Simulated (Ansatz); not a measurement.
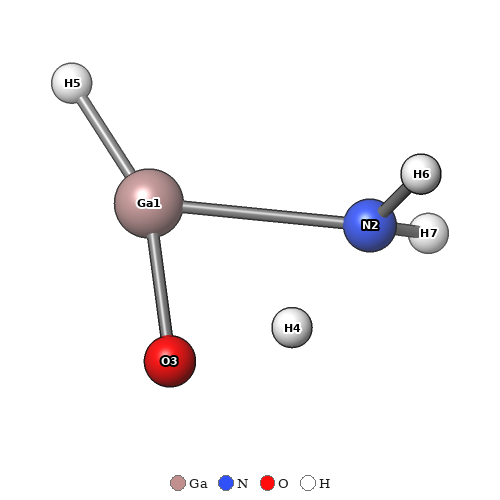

The system is the reacting system GaH₄NO; the picture shows the reference structure. Coordinates scanned: (1) distance N2–H4 (bond that forms); (2) distance O3–H4 (bond that breaks). Relaxed at each point: all other coordinates. Grid: 8 × 8 points. Points are written as (first, second). All energies are given in kJ/mol relative to the lowest grid point. Energies and slopes of some neighbouring points disagree (a jump in structure or state, or too coarse a mesh). The reference is spin-restricted, so regions where a bond is pulled apart into radicals lie too high. Level of theory: Ansatz 0.2.0, RKS r2SCAN-D4/def2-SVP.

Its coordinates:

```xyz
7

Ga   -0.2196   -0.8088    0.9659
N     0.1869    0.8067   -0.5502
O    -0.2469   -1.6362   -0.5469
H    -0.0002   -0.4556   -0.9815
H    -0.3181   -0.6621    2.4864
H     1.1111    1.2349   -0.6183
H    -0.5131    1.5208   -0.7556
```

Range: distance N2–H4 (bond that forms) from 0.918 to 2.118 Å; distance O3–H4 (bond that breaks) from 0.873 to 2.073 Å.

Q: What will the energy surface look like?

A: The lowest grid point is at (2.118 Å, 0.978 Å). It lies at the edge of the scanned range, so the true minimum may lie outside. The highest grid point, (0.918 Å, 0.873 Å), lies 771 kJ/mol above the lowest.

| second ↓, first → | 0.918 | 1.023 | 1.169 | 1.334 | 1.514 | 1.706 | 1.908 | 2.118 |
| --- | --- | --- | --- | --- | --- | --- | --- | --- |
| 2.073 | 132 | 97 | 120 | 182 | 254 | 317 | 365 | 401 |
| 1.863 | 143 | 103 | 118 | 169 | 229 | 281 | 321 | 350 |
| 1.661 | 163 | 115 | 116 | 152 | 196 | 234 | 264 | 284 |
| 1.469 | 201 | 138 | 119 | 133 | 156 | 178 | 194 | 205 |
| 1.289 | 269 | 181 | 131 | 116 | 114 | 116 | 118 | 118 |
| 1.124 | 383 | 257 | 164 | 113 | 83 | 65 | 53 | 44 |
| 0.978 | 561 | 386 | 241 | 148 | 90 | 54 | 29 | 0 |
| 0.873 | 771 | 550 | 358 | 232 | 152 | 102 | 69 | 32 |

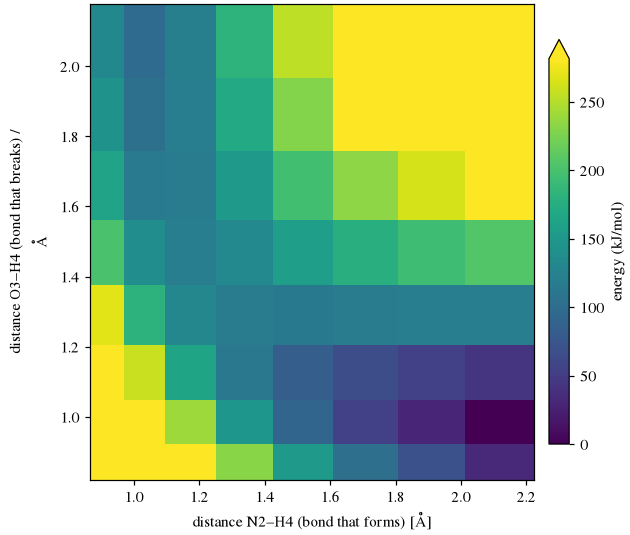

The picture shows one coloured cell a grid point, one colour for all values above the top of the scale.

Each point was launched as `ansatz run input.yaml --threads 1 --pin off --max-ram 2560MiB --backend cpu --events-out ev --progress --plain --runs-dir out`. Time for the 64 points that were run: 14 min on 1 thread of Arm Neoverse V2, with other jobs on the host.
